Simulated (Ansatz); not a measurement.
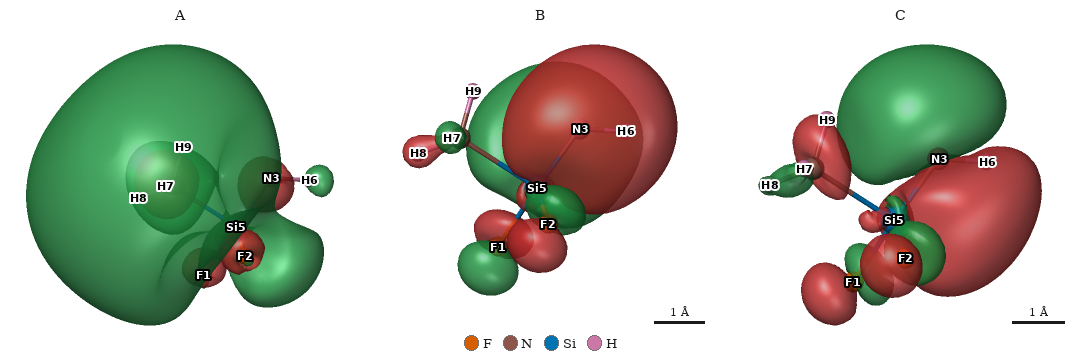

Figure 1: F₂H₄N₂Si (SMILES N=[Si-]([NH3+])(F)F). Three frontier orbitals at ±0.04 Å⁻³ᐟ² (green and red are the two phases), in no order.

Geometry: PBE0-D3(BJ)/def2-SVP.

The calculation used isolated molecule in a Gaussian basis; Kohn-Sham density functional theory, functional PBE0 (Ansatz 0.2.0).

The calculation's input:

```
crystal:
  periodic: [false, false, false]
  atoms:
    - {symbol: F, position_ang: [-2.458590, -1.581024, -3.049514]}
    - {symbol: F, position_ang: [-1.191907, 0.357028, -2.104489]}
    - {symbol: "N", position_ang: [-2.343946, -1.448363, -0.166630]}
    - {symbol: N, position_ang: [-0.240536, -2.084368, -1.681632]}
    - {symbol: Si, position_ang: [-1.857911, -1.053094, -1.628622]}
    - {symbol: H, position_ang: [-3.178483, -1.135774, 0.310971]}
    - {symbol: H, position_ang: [0.598602, -1.510406, -1.781114]}
    - {symbol: H, position_ang: [-0.244060, -2.799682, -2.410870]}
    - {symbol: H, position_ang: [-0.258119, -2.525076, -0.755771]}
basis:
  gaussian:
    orbitals: def2-TZVPD
hamiltonian:
  xc: pbe0
output: {forces: true, orbitals: {seedname: orbitals}}
```

Run with:

```sh
ansatz run input.yaml --threads 1 --pin off --max-ram 2610MiB --events-out events.jsonl --progress --plain --runs-dir runs
```

### Which picture is the HOMO−1, the HOMO and the LUMO?

C is the HOMO−1 (−7.12 eV). Its weight (Hirshfeld) is mainly on N3 (about 70 %) and Si5 (about 20 %). B is the HOMO (−6.45 eV). It lies mainly on N3 (about 70 %) and Si5 (about 20 %). A is the LUMO (−0.82 eV). It lies mainly on H7 (about 25 %), H8 (about 25 %), Si5 (about 15 %), H9 (about 15 %) and N4 (about 15 %).

### What is the HOMO–LUMO gap?

5.63 eV between the orbital energies.
